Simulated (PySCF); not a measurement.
**One shape, several levels: InPH4O (SMILES O[PH][InH2])**

Aim: a comparison of 6 runs (M06-2X/def2-SVPD, PBE0/def2-SVPD, SVWN5/def2-SVPD, r2SCAN/def2-SVPD, wB97X/def2-SVPD, CCSD(T)/def2-SVPD) of InPH4O. Input form: a Python script.

The results are computed with PySCF 2.14.0.

2 further runs of the same task are left out: 2 set aside as unsound or not needed.

### Step 1. Starting point

The species is InPH4O (7 atoms), meant as a singlet with charge 0. As SMILES, `O[PH][InH2]`. One bond was lengthened or shortened from a relaxed shape.

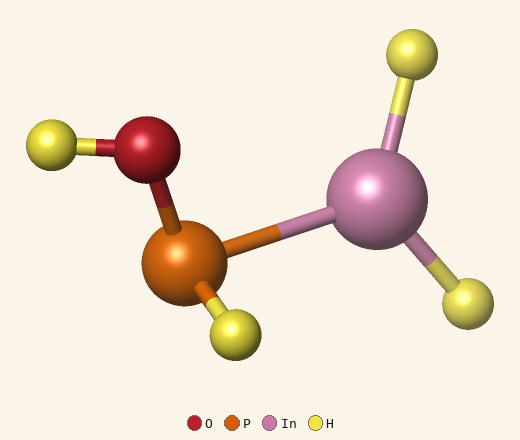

The structure, seen from a chosen angle (oxygen red, phosphorus orange, indium pink, hydrogen yellow).

### Step 2. The energy at M06-2X/def2-SVPD (core potential) (run 1)

geometry.xyz reads:

```xyz
7
H4InOP
O     -1.725990     0.122157     0.157391
P     -0.504290    -0.394743    -0.857309
In     1.515410     0.341157     0.424091
H     -2.634300     0.311800    -0.441900
H     -0.365190    -1.746843    -0.414009
H      1.396710     1.598457     1.596191
H      3.028610    -0.380443     0.004691
```

input.py reads:

```python
from pyscf import gto, dft

system = gto.M(
    atom='geometry.xyz',
    verbose=4,
    ecp={'In': 'def2-svp'},
    max_memory=1860,
    basis='def2-svpd',
)

mf = dft.RKS(system, xc='m06-2x')
mf.grids.level = 5
mf.conv_tol = 1e-10
mf.kernel()
if not mf.converged:
    mf = mf.newton().run(mf.mo_coeff, mf.mo_occ)

e_final = mf.e_tot
print('E(%s) = %.9f' % ('M06-2X', e_final))
```

The run is started by

```console
$ OMP_NUM_THREADS=1 python input.py
```

Output:

```text
PySCF version 2.14.0

[... 82 lines left out ...]
converged SCF energy = -608.794152318712
E(M06-2X) = -608.794152319
```

Run time: 43 s. Hardware: 1 thread of Intel Xeon at 2.70GHz, shared host; peak memory 0.65 GiB.

### Step 3. A single-point energy at PBE0/def2-SVPD (core potential) (run 2)

job.py reads:

```python
from pyscf import gto, dft

molecule = gto.M(
    atom='''
O   -1.725990   0.122157   0.157391
P   -0.504290  -0.394743  -0.857309
In   1.515410   0.341157   0.424091
H   -2.634300   0.311800  -0.441900
H   -0.365190  -1.746843  -0.414009
H    1.396710   1.598457   1.596191
H    3.028610  -0.380443   0.004691
''',
    ecp={'In': 'def2-svp'},
    basis='def2-svpd',
    max_memory=1860,
    verbose=4,
)

ks = dft.RKS(molecule, xc='pbe0')
ks.grids.level = 5
ks.conv_tol = 1e-10
ks.kernel()
if not ks.converged:
    ks = ks.newton().run(ks.mo_coeff, ks.mo_occ)

e_tot = ks.e_tot
print('Final energy', e_tot)
```

The run is started by

```console
$ OMP_NUM_THREADS=1 python job.py
```

Output:

```text
PySCF version 2.14.0

[... 80 lines left out ...]
converged SCF energy = -608.708167088524
Final energy -608.7081670885239
```

It took 29 s on 1 thread of Intel Xeon at 2.70GHz, shared host; peak memory 0.59 GiB.

Runs 3 to 5 aren't shown in full; the table further down has their settings and results.

### Step 4. The energy at CCSD(T)/def2-SVPD (core potential) (run 6)

job.py reads:

```python
from pyscf import gto, scf, cc

mol = gto.Mole()
mol.atom = '''
O   -1.725990   0.122157   0.157391
P   -0.504290  -0.394743  -0.857309
In   1.515410   0.341157   0.424091
H   -2.634300   0.311800  -0.441900
H   -0.365190  -1.746843  -0.414009
H    1.396710   1.598457   1.596191
H    3.028610  -0.380443   0.004691
'''
mol.ecp = {'In': 'def2-svp'}
mol.verbose = 3
mol.basis = 'def2-svpd'
mol.max_memory = 1860
mol.build()

hf = scf.RHF(mol)
hf.conv_tol = 1e-10
hf.kernel()
if not hf.converged:
    hf = hf.newton().run(hf.mo_coeff, hf.mo_occ)

mycc = cc.CCSD(hf, frozen=10)
mycc.kernel()
e_t = mycc.ccsd_t()
etot = mycc.e_tot + e_t
print('Final energy', etot)
```

The run is started by

```console
$ OMP_NUM_THREADS=1 python job.py
```

Output:

```text
converged SCF energy = -606.936174824442
E(CCSD) = -607.4053838490785  E_corr = -0.4692090246366533
CCSD(T) correction = -0.0157025130056536
Final energy -607.4210863620841
```

Wall time 85 s (1 thread of Intel Xeon at 2.70GHz, shared host); peak memory 0.85 GiB.

### Step 5. Overview of the runs

```tsv
run	level	integration grid	frozen core orbitals	energy (Eh)	dipole moment (D) of the reference	HOMO energy (eV)	LUMO energy (eV)	wall time
1	M06-2X/def2-SVPD (core potential)	5	–	-608.794152	0.78	-7.42	-1.28	43 s
2	PBE0/def2-SVPD (core potential)	5	–	-608.708167	0.82	-6.51	-1.80	29 s
3	SVWN5/def2-SVPD (core potential)	5	–	-606.791049	1.00	-5.63	-2.76	17 s
4	r2SCAN/def2-SVPD (core potential)	5	–	-608.924844	0.89	-5.69	-2.27	46 s
5	wB97X/def2-SVPD (core potential)	5	–	-608.933388	0.67	-8.69	-0.04	47 s
6	CCSD(T)/def2-SVPD (core potential)	–	10	-607.421086	0.66	-8.80	0.73	85 s
```

### Step 6. What came out

```
                                           quantity          value
                                run 6: total energy  -607.42109 Eh
        run 6: dipole moment (Hartree–Fock density)         0.66 D
         run 6: HOMO energy (Hartree–Fock orbitals)       -8.80 eV
         run 6: LUMO energy (Hartree–Fock orbitals)        0.73 eV
       run 6: HOMO–LUMO gap (Hartree–Fock orbitals)        9.53 eV
run 6: correlation energy (10 core orbitals frozen)     -484.9 mEh
                              run 6: (T) correction     -15.70 mEh
                               run 6: T1 diagnostic          0.014
```

What this shows: Over runs 1, 2, 3, 4, 5 the dipole moment (its size) runs from 0.67 D (wB97X/def2-SVPD) to 1.00 D (SVWN5/def2-SVPD). Over runs 1, 2, 3, 4, 5 the HOMO–LUMO gap runs from 2.87 eV (SVWN5/def2-SVPD) to 8.65 eV (wB97X/def2-SVPD). Totals of different functionals can't be ranked against each other. All runs together took 4.4 min, the longest 85 s.
